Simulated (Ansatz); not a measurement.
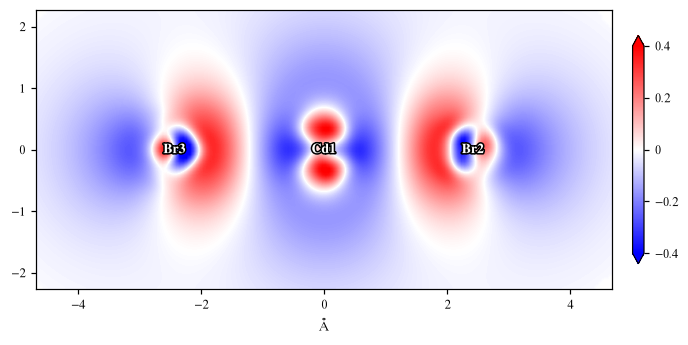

Figure 1: Br$_{2}$Cd. The LUMO on a plane that holds the molecular axis (values in Å⁻³ᐟ²; the overall sign is arbitrary).

Geometry: B3LYP-D4/def2-TZVP; core potentials replace the inner electrons of Cd.

Computed with RKS PBE0-D4/def2-TZVP in Ansatz 0.2.0.

> What is the character of this orbital?

It lies mainly on Cd1 (about 55 %), Br2 (about 25 %) and Br3 (about 25 %); it is of σ type; it is gerade (even under inversion). Its energy is −2.43 eV.
